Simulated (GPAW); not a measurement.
Property calculation of C2H4Sn

System: C2H4Sn (Sn(CCH)H3).
Method: RPBE/real-space grid, scalar-relativistic datasets (GPAW 26.7.0).

Some settings of this run were made unusual or wrong on purpose. The geometry comes from this level: GFN2-xTB.

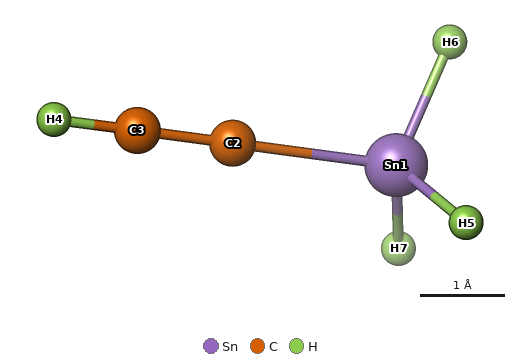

*The input geometry (ball-and-stick view, seen at a tilt; atoms are numbered from 1 in the order of the input). Sticks mark near contacts.*

Bond lengths as drawn: C–C 1.20 Å, C–H 1.05 Å, C–Sn 2.06 Å and H–Sn 1.65 Å.

## What the run reported

```csv
quantity,value
outcome,converged
energy relative to the program's reference atoms,−15.4516 eV
largest force,162.792 eV/Å
HOMO,−3.76 eV
LUMO,−2.92 eV
dipole moment,1.46 D
hardware,"1 thread of Arm Neoverse V1, 112 GiB of memory available, shared host"
wall time,7.9 s
peak memory,0.17 GiB
```

Some settings of this run were drawn to be unusual or wrong (h set to 0.4 (from 0.2)). It converged; results that depend on the unusual settings are not reference values. On so coarse a grid the energy depends on the position of the molecule, which gives spurious forces.

## The input (sp.py)
```python
import numpy as np
from ase import Atoms
from ase.units import Bohr, Debye
from gpaw import GPAW

# Structure
positions_bohr = np.array(
              [[ -0.013852,  -0.011565,  -2.174073],
               [ -0.002853,   0.009411,   1.718045],
               [  0.017064,   0.026570,   3.987719],
               [  0.037813,   0.037662,   5.976807],
               [  2.943589,  -0.016630,  -3.167937],
               [ -1.499951,   2.538885,  -3.184793],
               [ -1.481810,  -2.584333,  -3.155767]])
system = Atoms('SnCCHHHH', positions=positions_bohr * Bohr)
system.center(vacuum=4.5)

# DFT calculator
calculator = GPAW(mode='fd', h=0.4, xc='RPBE', maxiter=61, txt='-')
system.calc = calculator

energy = system.get_potential_energy()
print(f'Energy                  {energy:.5f} eV')
forces = system.get_forces()
print('Forces (eV/Ang)')
for symbol, f in zip(system.symbols, forces):
    print(f'{symbol:2} {f[0]:9.4f} {f[1]:9.4f} {f[2]:9.4f}')
dipole = system.get_dipole_moment() / Debye
print(f'Dipole: {np.linalg.norm(dipole):.3f} D')
homo, lumo = calculator.get_homo_lumo()
print(f'HOMO = {homo:.3f} eV')
print(f'LUMO                    {lumo:.3f} eV')
print(f'Gap                     {lumo - homo:.3f} eV')
```

Run as:
```bash
python3 sp.py
```

## Output
```
__  _  _
 | _ |_)|_||  |
 |__||  | ||/\| - 26.7.0

units:  Angstrom and eV
cores:  1
OpenMP: False

Versions:
  Python: 3.12.14
  ASE:    3.29.0
  Numpy:  2.5.5
  Scipy:  1.18.1
  Libxc:  7.0.0

        _gpaw.cpython-312-aarch64-linux-gnu.so

Input parameters:
  mode=FD(),
  h=0.4,
  maxiter=61,
  xc=XC(name='RPBE')

Diagonalizing LCAO Hamiltonian
Converting LCAO to fd mode
        .---------------------------.
       /|                           |
      / |                           |
     /  |                           |
    /   |                           |
   /    |                           |
  /     |                           |
 *      |                           |
 |      |                           |
 |      |         H                 |
 |      |         C                 |
 |      |                           |
 |      |         C                 |
 |      |                           |
 |      |       H Sn                |
 |      |            H              |
 |      |      H                    |
 |      .---------------------------.
 |     /                           /
 |    /                           /
 |   /                           /
 |  /                           /
 | /                           /
 |/                           /
 *---------------------------*

Atoms  # Å, Bohr magnetons
|   | symbol |        x |        y |        z |    initial magnetic moments |
|---|--------|----------|----------|----------|-----------------------------|
| 0 |     Sn | 5.286410 | 5.861450 | 5.034850 | ( 0.0000,  0.0000,  0.0000) |
| 1 |      C | 5.292230 | 5.872550 | 7.094470 | ( 0.0000,  0.0000,  0.0000) |
| 2 |      C | 5.302770 | 5.881630 | 8.295530 | ( 0.0000,  0.0000,  0.0000) |
| 3 |      H | 5.313750 | 5.887500 | 9.348110 | ( 0.0000,  0.0000,  0.0000) |
| 4 |      H | 6.851420 | 5.858770 | 4.508920 | ( 0.0000,  0.0000,  0.0000) |
| 5 |      H | 4.500000 | 7.211090 | 4.500000 | ( 0.0000,  0.0000,  0.0000) |
| 6 |      H | 4.509600 | 4.500000 | 4.515360 | ( 0.0000,  0.0000,  0.0000) |

Unit cell  # Å
| periodic |         x |         y |         z |   lengths |    angles |
|----------|-----------|-----------|-----------|-----------|-----------|
|       no | 11.351420 |  0.000000 |  0.000000 | 11.351420 | 90.000000 |
|       no |  0.000000 | 11.711090 |  0.000000 | 11.711090 | 90.000000 |
|       no |  0.000000 |  0.000000 | 13.848110 | 13.848110 | 90.000000 |

Number of symmetries: 1
Symmetry operations  # r_c * U_cc + t_c -> r_c
|   | kind |            matrix            |
|---|------|------------------------------|
| 0 |  E   |  1, 0, 0,  0, 1, 0,  0, 0, 1 |

BZ-sampling:
  Number of BZ points: 1
  Number of IBZ points: 1

  Monkhorst-Pack size: [1, 1, 1]
  Monkhorst-Pack shift: [0, 0, 0]

K-points  # in reciprocal-cell coordinates
|   |                                coordinates |     weight |
|---|--------------------------------------------|------------|
| 0 | (  0.00000000,   0.00000000,   0.00000000) | 1.00000000 |

Uniform wave function grid shape: (np.int64(27), np.int64(27), np.int64(35))
Spin-components: 1 (collinear spins)
Bands:           20
Projectors:      28
Spin-degeneracy: 2
Datatype:        float64

  Storage: CPU
  Wave functions: 4_082_400 bytes (4_082_400 per core)

Parallelization:
  kpt:    1
  domain: 1
  band:   1

Density:
  Valence electrons: 26.0
  Components: 1
  Grid points: [28 28 36]
  Charge: 0.0  # |e|

Potential:
  Grid points: [28 28 36]

species:
  Sn:
    name:    Tin
    Z:       50.0
    valence: 14
    core:    36
    charge:  0.0  # [|e|]
    file:    Sn.RPBE.gz
    compensation charges:
      type: gauss
      rc: 0.38  # [Å]
      lmax: 2
    cutoffs:
      filter: 2.23  # [Å]
      core: 2.35  # [Å]
    projectors
    | kind |    occ | energy [eV] | rcut [Å] |
    |------|--------|-------------|----------|
    |   5s |  2.000 |     -10.465 |    1.201 |
    |   5p |  2.000 |      -3.644 |    1.270 |
    |   4d | 10.000 |     -25.852 |    1.185 |
    |    s |        |      16.747 |    1.201 |
    |    p |        |      23.567 |    1.270 |
    |    d |        |       1.359 |    1.185 |

    Using partial waves for Sn as LCAO basis

  C:
    name:    Carbon
    Z:       6.0
    valence: 4
    core:    2
    charge:  0.0  # [|e|]
    file:    C.RPBE.gz
    compensation charges:
      type: gauss
      rc: 0.20  # [Å]
      lmax: 2
    cutoffs:
      filter: 1.14  # [Å]
      core: 1.14  # [Å]
    projectors
    | kind |    occ | energy [eV] | rcut [Å] |
    |------|--------|-------------|----------|
    |   2s |  2.000 |     -13.815 |    0.635 |
    |   2p |  2.000 |      -5.254 |    0.635 |
    |    s |        |      13.396 |    0.635 |
    |    p |        |      21.957 |    0.635 |
    |    d |        |       0.000 |    0.635 |

    Using partial waves for C as LCAO basis

  H:
    name:    Hydrogen
    Z:       1.0
    valence: 1
    core:    0
    charge:  0.0  # [|e|]
    file:    H.RPBE.gz
    compensation charges:
      type: gauss
      rc: 0.15  # [Å]
      lmax: 2
    cutoffs:
      filter: 0.85  # [Å]
      core: 0.53  # [Å]
    projectors
    | kind |    occ | energy [eV] | rcut [Å] |
    |------|--------|-------------|----------|
    |   1s |  1.000 |      -6.572 |    0.476 |
    |    s |        |      20.639 |    0.476 |
    |    p |        |       0.000 |    0.476 |

    Using partial waves for H as LCAO basis

Reference energy: -170128.989371  # eV

eigensolver:
  PPCG
  Converge bands: occupied
  niter=2

density mixing:
  MSR1-Mixer
  Pratt-step length: 0.05
  Maximum mixing coefficient: 0.75
  Old densities: 10
  SVD Regularization: 0.005
  Good broyden scale: 1.0
  Trust region scale: 1.0
  Backstep threshold: 4.0
  History deletion threshold: 6.0
  Fourier metric: weight=20.0, sigma=0.015

occupation numbers:
  # Zero width

FastPoissonSolver using
    Stencil: 6*3+1=19 point O(h^6) finite-difference Laplacian
    FFT axes: []
    FST axes: [np.int64(0), np.int64(1), np.int64(2)]

xc functional:
  name: RPBE with 2 nearest neighbor stencil
interpolation: tri-quintic # 5. degree polynomial

Initialization done in: 0.502 s

convergence criteria:
- Maximum [total energy] change in last 3 cyles: 0.0005 eV / valence electron
- Maximum integral of absolute [dens]ity change: 0.0001 electrons / valence electron
- Maximum integral of absolute [eigenst]ate change: 4e-08 eV^2 / valence electron
maximum number of iterations: 61

SCF iterations
|iter     |     time |      energy | eigst |  dens |
|---------|----------|-------------|-------|-------|
|iter:   1| 00:00:01 |   -4.194642 | +1.46 |       |
|iter:   2| 00:00:01 |  -23.974966 | +1.37 | -0.77 |
|iter:   3| 00:00:02 |  -14.771052 | +0.75 | -0.66 |
|iter:   4| 00:00:02 |  -15.835823 | +0.21 | -0.98 |
|iter:   5| 00:00:02 |  -15.422429 | -0.04 | -1.14 |
|iter:   6| 00:00:02 |  -15.520064 | -0.84 | -1.45 |
|iter:   7| 00:00:03 |  -15.500222 | -1.35 | -1.52 |
|iter:   8| 00:00:03 |  -15.510705 | -1.98 | -1.67 |
|iter:   9| 00:00:03 |  -15.495004 | -2.35 | -1.71 |
|iter:  10| 00:00:04 |  -15.473914 | -2.22 | -1.81 |
|iter:  11| 00:00:04 |  -15.463309 | -2.43 | -1.95 |
|iter:  12| 00:00:04 |  -15.450892 | -1.76 | -2.10 |
|iter:  13| 00:00:05 |  -15.451455c| -2.68 | -2.57 |
|iter:  14| 00:00:05 |  -15.451590c| -3.40 | -2.97 |
|iter:  15| 00:00:05 |  -15.451616c| -4.10 | -3.39 |
|iter:  16| 00:00:05 |  -15.451622c| -4.67 | -4.06c|
|iter:  17| 00:00:06 |  -15.451624c| -5.17 | -4.34c|
|iter:  18| 00:00:06 |  -15.451625c| -5.66 | -4.80c|
|iter:  19| 00:00:06 |  -15.451625c| -6.12 | -5.13c|
|iter:  20| 00:00:07 |  -15.451625c| -6.67 | -5.29c|
|iter:  21| 00:00:07 |  -15.451625c| -7.15 | -5.53c|
|iter:  22| 00:00:08 |  -15.451625c| -7.42c| -5.78c|

Converged in 22 steps
SCF loop duration: 6.616 s (0.301 s/step)
Energy contributions relative to reference atoms: (reference = -170128.989371)

Energy contributions:
  Kinetic:         207.895818
  Coulomb:        -113.619136
  Zero:            -74.353597
  External:          0.000000
  Xc:              -35.374711
  Entropy:           0.000000
  Spinorbit:         0.000000
  ----------------------------
  Free energy:     -15.451625
  Extrapolated:    -15.451625

dipole moment: (-0.215887, -0.172098, 0.127613)  # |e|*Ang

Fermi level: -3.339
Eigenvalues  # (at kpt = [0.000, 0.000, 0.000])
| band index |      eig [eV] | occ [0-2] |
|------------|---------------|-----------|
|          0 |       -25.393 |     2.000 |
|        ... |               |           |
|          5 |       -20.348 |     2.000 |
|          6 |       -13.122 |     2.000 |
|          7 |       -11.635 |     2.000 |
|          8 |        -9.957 |     2.000 |
|          9 |        -8.042 |     2.000 |
|         10 |        -7.626 |     2.000 |
|         11 |        -6.149 |     2.000 |
|         12 |        -3.757 |     2.000 |
|         13 |        -2.922 |     0.000 |
|         14 |        -0.751 |     0.000 |
|         15 |        -0.022 |     0.000 |
|         16 |         0.119 |     0.000 |
|         17 |         0.254 |     0.000 |
|         18 |         0.351 |     0.000 |
|         19 |         0.655 |     0.000 |

Gap: 0.834 eV
Transition (v -> c):
  (s=0, k=0, n=12, [0.00, 0.00, 0.00]) -> (s=0, k=0, n=13, [0.00, 0.00, 0.00])
No difference between direct/indirect transitions
vacuum-level: 0.000  # V
Energy                  -15.45162 eV

Forces  # eV/Ang
|          x |         y |         z |
|------------|-----------|-----------|
|    1.94039 |   1.76256 |   2.19265 |  # Sn   0
| -118.53616 | -88.03359 |  68.56128 |  # C    1
|  -24.65900 | -15.16882 | -10.50748 |  # C    2
|   77.98575 |  65.91867 |  46.58799 |  # H    3
|  -64.63688 |   6.33627 | -27.82865 |  # H    4
|   46.73239 |  29.69691 |  -4.11001 |  # H    5
|   54.32598 | -35.87060 | -23.42638 |  # H    6

Force computation time: 0.014  # s
Forces (eV/Ang)
Sn    1.9404    1.7626    2.1926
C  -118.5362  -88.0336   68.5613
C   -24.6590  -15.1688  -10.5075
H    77.9857   65.9187   46.5880
H   -64.6369    6.3363  -27.8287
H    46.7324   29.6969   -4.1100
H    54.3260  -35.8706  -23.4264
Dipole: 1.461 D
HOMO = -3.757 eV
LUMO                    -2.922 eV
Gap                     0.834 eV
```
